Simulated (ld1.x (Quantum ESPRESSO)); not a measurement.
# Pseudopotential generation for B (part 2 of 2)

Continued. System: boron (B, Z = 5), core [He], reference valence 2s1.75 2p1.25, valence charge 3. Method: TM potential, LDA (PZ), non-relativistic, made with ld1.x (Quantum ESPRESSO) 7.5.

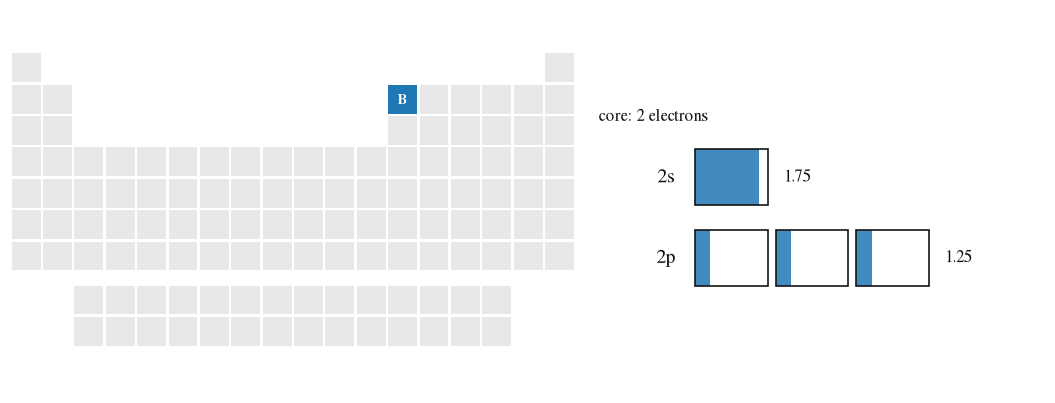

Left, the place of boron in the periodic table; right, the valence shells of the reference configuration: a box for each of the 2l + 1 orbitals, shaded by the share of the shell that is filled, with the electron count at the right.

## Output of the test run (extracts), continued
```
     ---------------------- Testing the pseudopotential ----------------------

     B

     atomic number is  5.00   valence charge is  3.00
     dft =PZ   lsd =0 sic =0 latt =0  beta=0.20 tr2=1.0E-14
     mesh =1059 r(mesh) = 101.04461 xmin = -7.00 dx = 0.01250

     n l     nl             e AE (Ry)        e PS (Ry)    De AE-PS (Ry)
     1 0     2S   1( 2.00)       -1.03296       -1.03244       -0.00052
     2 1     2P   1( 0.50)       -0.60252       -0.60138       -0.00114

     eps = 1.0E-15  iter = 13

     Etot =     -48.470002 Ry,     -24.235001 Ha,    -659.467977 eV
     Etotps =    -5.876779 Ry,      -2.938389 Ha,     -79.957651 eV
     dEtot_ae =       0.112240 Ry
     dEtot_ps =       0.111972 Ry,   Delta E=       0.000267 Ry

     Ekin =       2.029560 Ry,       1.014780 Ha,      27.613577 eV
     Encl =      -8.189085 Ry,      -4.094543 Ha,    -111.418180 eV
     Ehrt =       2.973723 Ry,       1.486862 Ha,      40.459569 eV
     Ecxc =      -2.334905 Ry,      -1.167452 Ha,     -31.767995 eV
     (Ecc =      -0.904207 Ry,      -0.452104 Ha,     -12.302367 eV)
     Epseu=      -0.356073 Ry,      -0.178037 Ha,      -4.844622 eV

     ---------------------- End of pseudopotential test ----------------------

     ---------------------- Testing the pseudopotential ----------------------

     B

     atomic number is  5.00   valence charge is  3.00
     dft =PZ   lsd =0 sic =0 latt =0  beta=0.20 tr2=1.0E-14
     mesh =1059 r(mesh) = 101.04461 xmin = -7.00 dx = 0.01250

     n l     nl             e AE (Ry)        e PS (Ry)    De AE-PS (Ry)
     1 0     2S   1( 1.00)       -0.72374       -0.72381        0.00007
     2 1     2P   1( 2.00)       -0.30517       -0.30552        0.00035

     eps = 5.5E-15  iter = 11

     Etot =     -48.268936 Ry,     -24.134468 Ha,    -656.732337 eV
     Etotps =    -5.675546 Ry,      -2.837773 Ha,     -77.219743 eV
     dEtot_ae =       0.313305 Ry
     dEtot_ps =       0.313205 Ry,   Delta E=       0.000101 Ry

     Ekin =       3.407945 Ry,       1.703973 Ha,      46.367459 eV
     Encl =      -9.187996 Ry,      -4.593998 Ha,    -125.009058 eV
     Ehrt =       3.859089 Ry,       1.929544 Ha,      52.505578 eV
     Ecxc =      -2.540509 Ry,      -1.270255 Ha,     -34.565386 eV
     (Ecc =      -0.904207 Ry,      -0.452104 Ha,     -12.302367 eV)
     Epseu=      -1.214075 Ry,      -0.607038 Ha,     -16.518336 eV

     ---------------------- End of pseudopotential test ----------------------

     ---------------------- Testing the pseudopotential ----------------------

     B

     atomic number is  5.00   valence charge is  3.00
     dft =PZ   lsd =0 sic =0 latt =0  beta=0.20 tr2=1.0E-14
     mesh =1059 r(mesh) = 101.04461 xmin = -7.00 dx = 0.01250

     n l     nl             e AE (Ry)        e PS (Ry)    De AE-PS (Ry)
     1 0     2S   1( 2.00)       -0.51501       -0.51494       -0.00006
     2 1     2P   1( 1.30)       -0.10998       -0.10996       -0.00003

     eps = 8.1E-15  iter = 17

     Etot =     -48.743189 Ry,     -24.371595 Ha,    -663.184873 eV
     Etotps =    -6.149687 Ry,      -3.074843 Ha,     -83.670752 eV
     dEtot_ae =      -0.160947 Ry
     dEtot_ps =      -0.160936 Ry,   Delta E=      -0.000012 Ry

     Ekin =       2.653370 Ry,       1.326685 Ha,      36.100941 eV
     Encl =      -9.985411 Ry,      -4.992706 Ha,    -135.858442 eV
     Ehrt =       4.544885 Ry,       2.272442 Ha,      61.836308 eV
     Ecxc =      -2.698693 Ry,      -1.349347 Ha,     -36.717594 eV
     (Ecc =      -0.904207 Ry,      -0.452104 Ha,     -12.302367 eV)
     Epseu=      -0.663837 Ry,      -0.331919 Ha,      -9.031965 eV

     ---------------------- End of pseudopotential test ----------------------

     ---------------------- Testing the pseudopotential ----------------------

     B

     atomic number is  5.00   valence charge is  3.00
     dft =PZ   lsd =0 sic =0 latt =0  beta=0.20 tr2=1.0E-14
     mesh =1059 r(mesh) = 101.04461 xmin = -7.00 dx = 0.01250

     n l     nl             e AE (Ry)        e PS (Ry)    De AE-PS (Ry)
     1 0     2S   1( 1.00)       -1.43249       -1.43280        0.00030
     2 1     2P   1( 1.00)       -0.99522       -0.99436       -0.00086

     eps = 4.7E-15  iter =  9

     Etot =     -47.636984 Ry,     -23.818492 Ha,    -648.134180 eV
     Etotps =    -5.043434 Ry,      -2.521717 Ha,     -68.619414 eV
     dEtot_ae =       0.945258 Ry
     dEtot_ps =       0.945317 Ry,   Delta E=      -0.000059 Ry

     Ekin =       2.535159 Ry,       1.267579 Ha,      34.492592 eV
     Encl =      -6.684648 Ry,      -3.342324 Ha,     -90.949273 eV
     Ehrt =       1.991154 Ry,       0.995577 Ha,      27.091027 eV
     Ecxc =      -2.039944 Ry,      -1.019972 Ha,     -27.754848 eV
     (Ecc =      -0.904207 Ry,      -0.452104 Ha,     -12.302367 eV)
     Epseu=      -0.845154 Ry,      -0.422577 Ha,     -11.498913 eV

     ---------------------- End of pseudopotential test ----------------------

     ---------------------- Testing the pseudopotential ----------------------

     B

     atomic number is  5.00   valence charge is  3.00
     dft =PZ   lsd =1 sic =0 latt =0  beta=0.20 tr2=1.0E-14
     mesh =1059 r(mesh) = 101.04461 xmin = -7.00 dx = 0.01250

     n l     nl             e AE (Ry)        e PS (Ry)    De AE-PS (Ry)
     1 0     2S   1( 1.00)       -0.73997       -0.74083        0.00087
     2 1     2P   1( 1.25)       -0.31851       -0.31926        0.00076
     1 0     2S   2( 0.75)       -0.61669       -0.61439       -0.00230
     2 1     2P   2( 0.00)       -0.20988       -0.20795       -0.00193

     eps = 5.0E-15  iter = 11

     Etot =     -48.623540 Ry,     -24.311770 Ha,    -661.556958 eV
     Etotps =    -6.031099 Ry,      -3.015549 Ha,     -82.057275 eV
     dEtot_ae =      -0.041298 Ry
     dEtot_ps =      -0.042347 Ry,   Delta E=       0.001050 Ry

     Ekin =       2.787885 Ry,       1.393942 Ha,      37.931103 eV
     Encl =      -9.395328 Ry,      -4.697664 Ha,    -127.829951 eV
     Ehrt =       3.984016 Ry,       1.992008 Ha,      54.205296 eV
     Ecxc =      -2.629630 Ry,      -1.314815 Ha,     -35.777939 eV
     (Ecc =      -0.904207 Ry,      -0.452104 Ha,     -12.302367 eV)
     Epseu=      -0.778041 Ry,      -0.389020 Ha,     -10.585785 eV

     ---------------------- End of pseudopotential test ----------------------

     ---------------------- Testing the pseudopotential ----------------------

     B

     atomic number is  5.00   valence charge is  3.00
     dft =PZ   lsd =1 sic =0 latt =0  beta=0.20 tr2=1.0E-14
     mesh =1059 r(mesh) = 101.04461 xmin = -7.00 dx = 0.01250

     n l     nl             e AE (Ry)        e PS (Ry)    De AE-PS (Ry)
     1 0     2S   1( 1.00)       -0.71869       -0.71954        0.00085
     2 1     2P   1( 1.00)       -0.29965       -0.30006        0.00041
     1 0     2S   2( 1.00)       -0.64169       -0.64006       -0.00163
     2 1     2P   2( 0.00)       -0.23038       -0.22917       -0.00120

     eps = 6.2E-15  iter = 12

     Etot =     -48.703658 Ry,     -24.351829 Ha,    -662.647023 eV
     Etotps =    -6.110580 Ry,      -3.055290 Ha,     -83.138677 eV
     dEtot_ae =      -0.121416 Ry
     dEtot_ps =      -0.121829 Ry,   Delta E=       0.000413 Ry

     Ekin =       2.528933 Ry,       1.264466 Ha,      34.407885 eV
     Encl =      -9.420078 Ry,      -4.710039 Ha,    -128.166689 eV
     Ehrt =       3.994690 Ry,       1.997345 Ha,      54.350528 eV
     Ecxc =      -2.606863 Ry,      -1.303431 Ha,     -35.468173 eV
     (Ecc =      -0.904207 Ry,      -0.452104 Ha,     -12.302367 eV)
     Epseu=      -0.607263 Ry,      -0.303631 Ha,      -8.262228 eV

     ---------------------- End of pseudopotential test ----------------------
```

## Results in brief

- outcome: generated
- cutoffs needed: 25 Ry and 55 Ry (the cutoffs, on a coarse ladder, from which the occupation-weighted sum of valence levels, in a spherical-Bessel basis at the reference potential, stays within 10 and 1 mRy of its value at 400 Ry); ghost states and empty shells don't enter this sum
- ghost test: no ghost state below the valence levels in the p, s, d, f channels (spherical-Bessel basis up to 400 Ry, 20 bohr box)
- largest excitation error: +79 meV (all-electron minus pseudo) for 2s1 2p0, out of 7 test configurations
- range over which the phases arctan(r u′/u) at the test radius agree within 0.05 rad (a looser test near the poles than one of phase shifts): s: up to about 3.0 Ry; p: up to about 2.5 Ry
- hardware: 1 CPU thread, shared host
- wall time: 0.57 s
